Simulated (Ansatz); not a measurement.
# Two runs on Si3NH6Cl

System: Si3NH6Cl, SMILES [SiH3]N([SiH3])[Si]Cl.
Method of run A: RKS SPW92/def2-TZVPP (Ansatz 0.2.0).

The geometry comes from this level: PBE0-D4/def2-TZVP. Text and figures count atoms from 1; the logs count them from 0 in places.

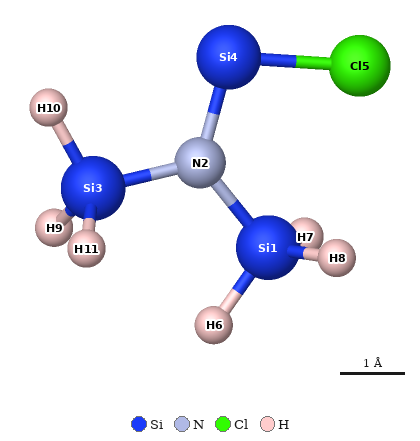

The structure as given in the input (ball-and-stick view, seen at an oblique angle; atoms are numbered from 1 in the order of the input). Bond lengths as drawn: Cl–Si 2.11 Å, H–Si 1.48 to 1.49 Å and N–Si 1.72 to 1.76 Å.

**Input, run A**
```yaml
crystal:
  periodic: [false, false, false]
  atoms:
    - {symbol: Si, position_ang: [-1.347035, -0.201173, 0.399523]}
    - {symbol: N, position_ang: [0.169350, 0.232462, -0.385834]}
    - {symbol: Si, position_ang: [1.646201, -0.311804, 0.389741]}
    - {symbol: Si, position_ang: [0.332605, 1.138267, -1.842438]}
    - {symbol: Cl, position_ang: [-1.700603, 1.493313, -2.289360]}
    - {symbol: H, position_ang: [-0.959469, -0.972019, 1.613489]}
    - {symbol: H, position_ang: [-2.100121, 1.003285, 0.817086]}
    - {symbol: H, position_ang: [-2.176206, -1.064742, -0.471693]}
    - {symbol: H, position_ang: [1.750168, 0.252378, 1.758661]}
    - {symbol: H, position_ang: [2.780202, 0.166442, -0.442648]}
    - {symbol: H, position_ang: [1.670307, -1.793508, 0.473971]}
basis:
  gaussian: {orbitals: def2-TZVPP}
hamiltonian: {xc: lda}
output: {orbitals: {seedname: orbitals}}
```

Hardware: 4 CPU threads, shared host.

**Output (run A)**
```
Functional definition: SPW92
  exchange = slater_x
  correlation = pw_c
1667 factors; their error is unknown
mean field evaluation 1: about -37587.1419 eV, gradient 7.7e1 eV
mean field evaluation 2: about -37508.5784 eV, gradient 1.6e2 eV
mean field evaluation 4: about -37598.5309 eV, gradient 1.7e1 eV
mean field evaluation 8: about -37599.1642 eV, gradient 1.7e-1 eV
mean field evaluation 16: about -37599.1119 eV, gradient 2.6e-4 eV
mean field -37599.11194084 eV, -1381.7418782323 hartree, gradient 2.2e-5 eV, S^2 0.000000; 0 other end points of the search recorded, 0 dependent functions left out
reference -37599.11198689 eV, -1381.7418799249 hartree; 36, 36 occupied and 247, 247 virtual orbitals, 1667 factors
Total energy: -37599.11198689 eV, -1381.7418799249 hartree
```

For run B the input was changed thus:
```diff
-hamiltonian: {xc: lda}
+correlation: {method: ccsd_t}
```

How does run B compare with run A?

The total energies belong to different methods, so their difference says nothing on which is more stable or more accurate. The HOMO goes from −6.29 to −9.68 eV. The LUMO goes from −2.99 to 1.09 eV.

**Output (run B)**
```
Functional definition: HF
  exchange = exact_x
  correlation = 0
1628 factors; integrals over basis functions are off by at most 9.3e-4 eV
mean field evaluation 1: about -37667.1310 eV, gradient 3.9e1 eV
mean field evaluation 2: about -37667.4659 eV, gradient 4.0e1 eV
mean field evaluation 4: about -37671.5153 eV, gradient 4.8e0 eV
mean field evaluation 8: about -37671.6211 eV, gradient 3.2e-1 eV
mean field evaluation 16: about -37671.6219 eV, gradient 1.2e-6 eV
mean field -37671.62190823 eV, -1384.4065703850 hartree, gradient 1.2e-6 eV, S^2 0.000000; 0 other end points of the search recorded, 0 dependent functions left out
21 core orbitals not correlated: weight in the atoms' cores, before any rotation towards them, 1.000 or more for the frozen orbitals, at most 0.000 for the correlated occupied ones
reference -37671.62190823 eV, -1384.4065703850 hartree; 15, 15 occupied and 247, 247 virtual orbitals, 1628 factors
second order -20.44260863 eV of doubles, -0.00000000 eV of singles
cycle   1  -21.47508596 eV  change    -1.0e0 eV  update   1.2e-1
cycle   2  -22.12875279 eV  change   -6.5e-1 eV  update   3.7e-2
cycle   3  -22.25953114 eV  change   -1.3e-1 eV  update   1.9e-2
cycle   4  -22.24311038 eV  change    1.6e-2 eV  update   4.7e-3
cycle   5  -22.24127431 eV  change    1.8e-3 eV  update   2.2e-3
cycle   6  -22.24145846 eV  change   -1.8e-4 eV  update   6.5e-4
cycle   7  -22.24121616 eV  change    2.4e-4 eV  update   2.7e-4
cycle   8  -22.24128070 eV  change   -6.5e-5 eV  update   1.0e-4
cycle   9  -22.24131007 eV  change   -2.9e-5 eV  update   3.8e-5
cycle  10  -22.24128668 eV  change    2.3e-5 eV  update   1.5e-5
perturbative correction -0.94676151 eV, -0.0347928438 hartree
Total energy: -37694.80995642 eV, -1385.2587154387 hartree
```

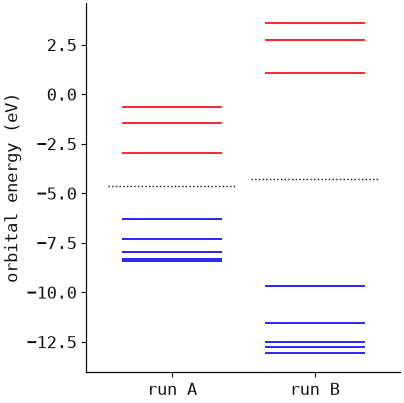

The five highest filled and three lowest empty orbital energies of the two runs; the dotted lines part filled from empty levels. The HOMO–LUMO gap is 3.30 eV in run A and 10.77 eV in run B.

**The two runs side by side**

| quantity | run A | run B |
| --- | --- | --- |
| outcome | converged | converged |
| total energy (hartree) | −1381.741880 | −1385.258715 |
| HOMO (eV) | −6.29 | −9.68 |
| LUMO (eV) | −2.99 | 1.09 |
| basis functions | 283 | 283 |
| wall time (shared host) | 2.9 s | 2.1 min |
